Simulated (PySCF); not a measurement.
**NMR shielding calculation of C6H11OPSi**

C6H11OPSi, computed with GIAO PBE0/pcSseg-1 NMR shielding, non-relativistic, gas phase (PySCF 2.14.0).

The geometry comes from this level: GFN2-xTB. Figures and captions count atoms from 1; the log counts them from 0 in places.

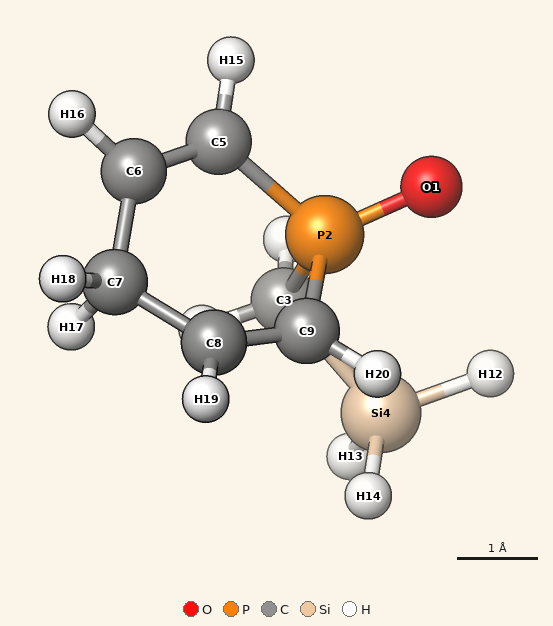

The structure (ball-and-stick view, seen at a tilt; atoms are numbered from 1 in the order of the input).

Summary

- outcome: converged
- total energy: −940.631433 hartree
- HOMO: −7.56 eV
- LUMO: −0.85 eV
- dipole moment: 5.00 D
- isotropic shielding, O: 227.9 ppm
- isotropic shielding, P: 340.1 ppm
- isotropic shielding, C: 38.6 to 170.3 ppm
- isotropic shielding, Si: 428.6 ppm
- isotropic shielding, H: 24.8 to 31.2 ppm
- hardware: 1 CPU thread, shared host
- wall time: 44 s
- peak memory: 1.1 GiB

Input
```
{"job": {"kind": "nmr", "xc": "PBE0", "basis": "pcSseg-1"}, "charge": 0, "multiplicity": 1}
O      1.136522     0.209202     2.373018
P      0.422747     0.257023     1.091608
C      1.498087     0.651601    -0.331190
Si     2.828741    -0.696159    -0.486463
C     -0.927102     1.459006     1.022357
C     -2.014978     1.239267     0.299052
C     -2.236032     0.023405    -0.547763
C     -1.596064    -1.225629    -0.025054
C     -0.461762    -1.256160     0.658232
H      0.897693     0.748171    -1.233210
H      1.949287     1.619599    -0.108526
H      3.559477    -0.854721     0.763830
H      3.730430    -0.269187    -1.561448
H      2.177099    -1.951894    -0.877534
H     -0.818210     2.334539     1.648789
H     -2.820668     1.963497     0.287168
H     -1.841121     0.223195    -1.551752
H     -3.309522    -0.143963    -0.666314
H     -2.127423    -2.143917    -0.245405
H     -0.052350    -2.176196     1.053631
```

The first line tells a small driver script what to run in PySCF; the rest is the geometry in Å.

Launched with:
```bash
OMP_NUM_THREADS=1 python <driver script> task.json out
```

What the program printed
```
coarse grid: 17672 points
cycle   1  E = -940.3836057275  dE =  1.426e+00  |g| = 9.437e-01  |ddm| = 4.270e+00
cycle   2  E = -939.7535756619  dE =  6.300e-01  |g| = 1.947e+00  |ddm| = 3.937e+00
cycle   3  E = -940.5457855320  dE = -7.922e-01  |g| = 2.790e-01  |ddm| = 3.290e+00
cycle   4  E = -940.5633941651  dE = -1.761e-02  |g| = 8.545e-02  |ddm| = 3.849e-01
cycle   5  E = -940.5651092974  dE = -1.715e-03  |g| = 1.982e-02  |ddm| = 9.266e-02
cycle   6  E = -940.5651946012  dE = -8.530e-05  |g| = 1.023e-02  |ddm| = 3.005e-02
cycle   7  E = -940.5652204693  dE = -2.587e-05  |g| = 2.512e-03  |ddm| = 9.878e-03
cycle   8  E = -940.5652219802  dE = -1.511e-06  |g| = 6.534e-04  |ddm| = 2.980e-03
final grid: 161400 points
cycle   9  E = -940.6314041422  dE = -3.014e-05  |g| = 1.133e-02  |ddm| = 3.691e-02
cycle  10  E = -940.6313566359  dE =  4.751e-05  |g| = 1.915e-02  |ddm| = 3.063e-02
cycle  11  E = -940.6314312645  dE = -7.463e-05  |g| = 2.624e-03  |ddm| = 2.194e-02
cycle  12  E = -940.6314326169  dE = -1.352e-06  |g| = 2.197e-04  |ddm| = 2.524e-03
cycle  13  E = -940.6314326238  dE = -6.926e-09  |g| = 1.536e-04  |ddm| = 4.373e-04
cycle  14  E = -940.6314326295  dE = -5.712e-09  |g| = 4.471e-05  |ddm| = 1.618e-04
cycle  15  E = -940.6314326300  dE = -5.000e-10  |g| = 9.348e-06  |ddm| = 5.740e-05
```

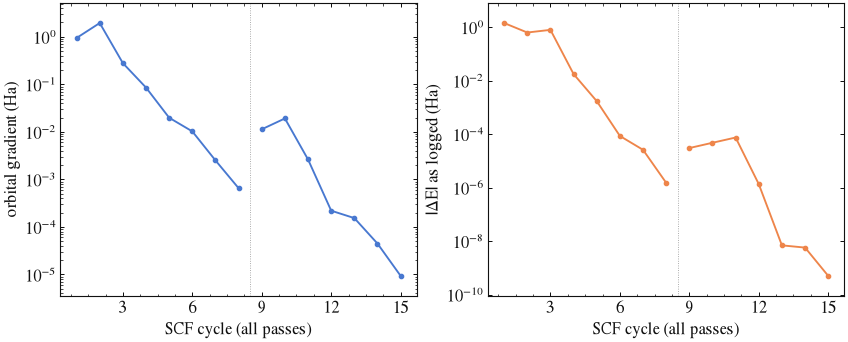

Convergence of the self-consistent field: orbital gradient and size of the energy change against the SCF cycle. The dotted line marks the change from a coarse to the final integration grid. The first 8 cycles use a coarse grid, the final grid takes over at cycle 9, and the field converges after 15 cycles in all.

```
converged SCF energy = -940.6314326300

GIAO shielding tensors (ppm)
atom      isotropic    diamagn.    paramagn.     s11        s22        s33       span
  0 O      227.874     391.817    -163.943    119.734    260.232    303.655    183.921
  1 P      340.077     965.069    -624.993    244.804    278.671    496.755    251.951
  2 C      170.251     261.118     -90.867    153.678    163.198    193.877     40.198
  3 Si     428.636     879.426    -450.790    406.042    419.784    460.082     54.040
  4 C       46.152     265.381    -219.229    -57.570     48.807    147.219    204.790
  5 C       40.466     254.552    -214.086    -75.836     34.629    162.606    238.442
  6 C      153.557     251.688     -98.131    131.828    163.923    164.921     33.093
  7 C       38.593     254.799    -216.207    -77.993     31.185    162.585    240.578
  8 C       49.201     265.935    -216.734    -55.126     52.325    150.402    205.528
  9 H       31.189      34.764      -3.575     26.159     30.964     36.445     10.286
 10 H       30.339      31.791      -1.452     26.060     28.868     36.088     10.028
 11 H       27.328      28.310      -0.982     23.558     26.268     32.156      8.598
 12 H       27.735      27.985      -0.250     24.198     25.261     33.748      9.551
 13 H       27.741      29.195      -1.453     23.590     27.483     32.150      8.560
 14 H       25.048      31.393      -6.345     23.124     25.156     26.863      3.739
 15 H       24.876      29.640      -4.763     22.271     25.166     27.192      4.921
 16 H       29.171      31.487      -2.316     25.411     27.171     34.931      9.520
 17 H       28.670      29.302      -0.632     23.767     27.845     34.398     10.631
 18 H       24.806      30.925      -6.119     22.220     24.849     27.348      5.127
 19 H       25.129      32.955      -7.826     23.161     25.034     27.192      4.031
```

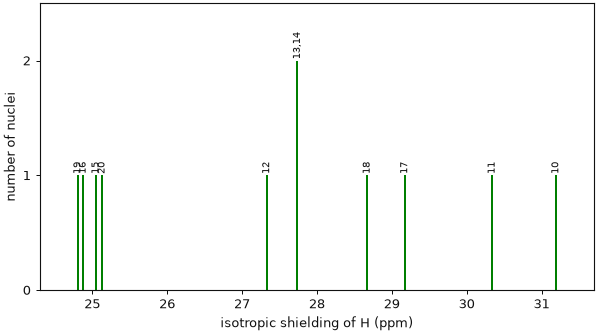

Isotropic shieldings of the hydrogen nuclei in this fixed geometry, labelled by atom number; shielding grows to the right, so chemical shift grows to the left. The least shielded is H19 (24.8 ppm), the most shielded H10 (31.2 ppm).
